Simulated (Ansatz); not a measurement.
# Al3Cl: a trial structure relaxed

The task: take a trial cell of Al3Cl to zero force and stress.

Method: DFT PBE, scalar-relativistic, plane waves, PAW, in Ansatz 0.2.0.

### Step 1. The starting structure

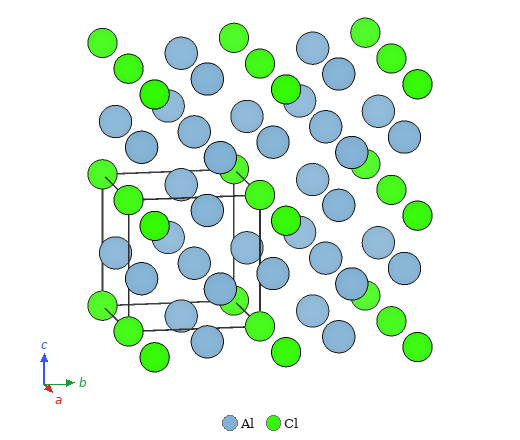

The starting structure, seen slightly off an axis (aluminium light blue, chlorine green). 2×2×2 cells are drawn. Atoms on the faces are drawn again on the opposite ones.

Structure file:

```cif
data_structure
_symmetry_space_group_name_H-M 'P 1'
_symmetry_Int_Tables_number 1
_cell_length_a 4.3025
_cell_length_b 4.3025
_cell_length_c 4.3025
_cell_angle_alpha 90.000
_cell_angle_beta 90.000
_cell_angle_gamma 90.000
_cell_volume 79.65
loop_
_atom_site_label
_atom_site_type_symbol
_atom_site_fract_x
_atom_site_fract_y
_atom_site_fract_z
_atom_site_occupancy
Al1 Al 0.50000 0.50000 0.00000 1
Al2 Al 0.50000 0.00000 0.50000 1
Al3 Al 0.00000 0.50000 0.50000 1
Cl1 Cl 0.00000 0.00000 0.00000 1
```

The cell is invented: species swapped into a database cell of La3Pb (Pm-3m, No. 221), with Al on the La sites and Cl on the Pb sites. The dimensions are guesses.

### Step 2. The guess as it stands, on a coarse mesh

input.yaml

```yaml
crystal:
  lattice:
    - [4.30250381, 0.0, 0.0]
    - [0.0, 4.30250381, 0.0]
    - [0.0, 0.0, 4.30250381]
  atoms:
    - { symbol: Al, position: [0.5, 0.5, 0.0] }
    - { symbol: Al, position: [0.5, 0.0, 0.5] }
    - { symbol: Al, position: [0.0, 0.5, 0.5] }
    - { symbol: Cl, position: [0.0, 0.0, 0.0] }
basis:
  ecutwfc: 420
kpoints:
  mp_grid: { grid: [4, 4, 4] }
hamiltonian:
  xc: pbe
scf:
  occupations: { method: gaussian, width: 0.1 }
  lower_state_search: "off"
output:
  forces: true
  stress: true
  eigenvalues: true
```

The run is started by

```bash
> ansatz run input.yaml --threads 1 --pin off --max-ram 2560MiB --backend cpu --events-out ev --progress --plain --runs-dir out
```

Standard output, shortened:

```text
[...]
SCF converged after 6 iterations
Free energy (F): -2690.755208 eV
[...]
E sigma→0 (E₀):  -2690.736063 eV
Entropy (-TS):   -0.038290 eV (-9.573 meV/atom)
Fermi energy:    6.563612 eV
[...]
--- Forces (eV/Å), atoms counted from 1 ---
  atom   1  Al     0.00000000     0.00000000     0.00000000
  atom   2  Al     0.00000000    -0.00000000     0.00000000
  atom   3  Al     0.00000000    -0.00000000     0.00000000
  atom   4  Cl    -0.00000000     0.00000000    -0.00000000
[...]
--- Stress (GPa, compression-positive) ---
        0.705036      -0.000000       0.000000
        0.000000       0.705036       0.000000
        0.000000      -0.000000       0.705036
  P = ⅓ Tr σ = 0.7050 GPa (7.050 kbar)
--- Band table (eV; the first three rows and the last of 10) ---
  k-point 0: bands = ["-10.3719", "-1.2385", "0.9817", "0.9817", "0.9817", "4.9735", "4.9735", "6.9389", "6.9389", "6.9389", "10.3406", "11.4128"]
[...]
```

Wall time 0.71 s (1 thread of Arm Neoverse V2, shared host); peak memory 0.27 GiB.

Read-out: pressure 0.7 GPa, largest force 0.00 eV/Å, gap on this mesh none (metal). The relaxation goes to the converged mesh at once.

### Step 3. Full relaxation

Changes to input.yaml since step 2:

```diff
@@ -13,3 +13,3 @@
 kpoints:
-  mp_grid: { grid: [4, 4, 4] }
+  mp_grid: { grid: [12, 12, 12] }
 hamiltonian:
@@ -18,3 +18,2 @@
   occupations: { method: gaussian, width: 0.1 }
-  lower_state_search: "off"
 output:
@@ -23 +22,6 @@
   eigenvalues: true
+relax:
+  adjacent_minimum: "off"
+  f_tol: 0.01
+  max_steps: 80
+  cell: { stress_tol: 0.05 }
```

The run is started by

```bash
> ansatz run input.yaml --threads 1 --pin off --max-ram 2560MiB --backend cpu --events-out ev --progress --plain --runs-dir out
```

Standard output, shortened:

```text
Warning: RAYON_NUM_THREADS=1 ignored (pool sized by the plan → 1); use --threads N
[...]
Pseudopotentials: kind: paw
Pseudopotential: Al, paw, valence charge 3, recommended cutoff 420 eV (normal), Al.paw.azcp
Pseudopotential: Cl, paw, valence charge 7, recommended cutoff 420 eV (normal), Cl.paw.azcp
Functional definition: PBE
[...]
Crystal: 4 atoms, lattice volume = 79.646 Å³
Basis set: ecut = 420 eV, 1551 PW (Γ), exchange–correlation on 60×60×60 points (8 copies of the dense FFT grid, shifted against one another)
Bands: 12, of which v1, the nominal top of the filled ones, is band 8 counted from 1 (7 counted from 0)
Symmetry: 48 space group operations
Space group: Pm-3m (ITA 221), of the structure as read, at distance tolerance 4.3e-5 Å
k-points: 84 of 1728
[...]
SCF iter   1: F=—  HF=-2690.999850 eV  |F-HF|=—  |Δ(HF+E_count)|=         —  Δρ=4.17e-3  dr2=4.02e-2  ethr=1.77e-3  ⟨swp⟩=6.3  Hψ=7051  notcnv=0
[...]
       -0.000000       0.000000       0.030339
  P = ⅓ Tr σ = 0.0303 GPa (0.303 kbar)
--- Band table (eV; the first three rows and the last of 84) ---
  k-point 0: bands = ["-10.4864", "-1.4375", "0.8575", "0.8575", "0.8575", "4.7064", "4.7064", "6.6426", "6.6426", "6.6426", "10.0381", "11.0577"]
[...]
--- Relaxed structure (2 steps of the walk, 2 accepted, 1 SCFs on fresh bases) ---
  F+E_penalty+E_count = -2690.99501666 eV   max|allowed force component| = 7.724e-31 eV/Å   (the final SCF, on the basis selected at the relaxed cell)
  cell:  # Å, volume = 81.7519 Å³
    - [4.340095197657047, 1.4444474582904269e-34, 0.0]
    - [1.4444474582904269e-34, 4.340095197657047, -6.419766481290786e-35]
    - [0.0, 0.0, 4.340095197657047]
  atoms:
    - { symbol: Al, position: [0.49999999999999994, 0.49999999999999994, -5.968400507973784e-35] }
    - { symbol: Al, position: [0.49999999999999994, -3.730250317483615e-35, 0.49999999999999994] }
    - { symbol: Al, position: [-7.460500634967229e-36, 0.49999999999999994, 0.49999999999999994] }
    - { symbol: Cl, position: [7.385895628617557e-34, 5.22235044447706e-35, -5.968400507973784e-35] }
```

Wall time 12 s (1 thread of Arm Neoverse V2, shared host); peak memory 0.37 GiB.

Relaxation path:

```csv
step,energy from step 1 (eV/cell),largest force component (eV/Å),pressure (GPa),volume (Å³)
1,0.0000,0.0000,1.13,79.65
2,-0.0071,0.0000,0.02,81.75
3,-0.0074,0.0000,0.03,81.75
```

Step 1 is the start. Step 3 repeats the geometry before it on a plane-wave basis chosen anew for that cell, so its energy need not be comparable with the rows above.

|  | before | after | change |
| --- | --- | --- | --- |
| a (Å) | 4.303 | 4.340 | +0.9 % |
| b (Å) | 4.303 | 4.340 | +0.9 % |
| c (Å) | 4.303 | 4.340 | +0.9 % |
| volume (Å³/atom) | 19.91 | 20.44 | +2.6 % |
| shortest distance (Å) | 3.042 | 3.069 | +0.9 % |
| space group (0.01 Å) | Pm-3m | Pm-3m | same |

The run keeps the 48 symmetry operations of the start, so it could not have lowered the symmetry.

### Step 4. What came out

| quantity | value |
| --- | --- |
| symmetry at the end (tolerance 0.05 Å) | space group Pm-3m (No. 221) |
| conventional cell | a = 4.340 Å, b = 4.340 Å, c = 4.340 Å, α = 90.00°, β = 90.00°, γ = 90.00° |
| volume | 20.44 Å³/atom |
| energy over the elements (uncorrected; H, N, O, F and Cl as molecules) | +0.24 eV/atom |
| gap on the mesh | none (metal) |

The space group Pm-3m (No. 221) is kept, and the volume per atom grows by 2.6 % from the first guess. The formation energy is positive, so the separate elements lie lower. No finished test with a distortion of lower symmetry is shown, so the end may be a saddle point. Spin polarisation is off in the runs that give these values; a magnetic solution could lie lower.
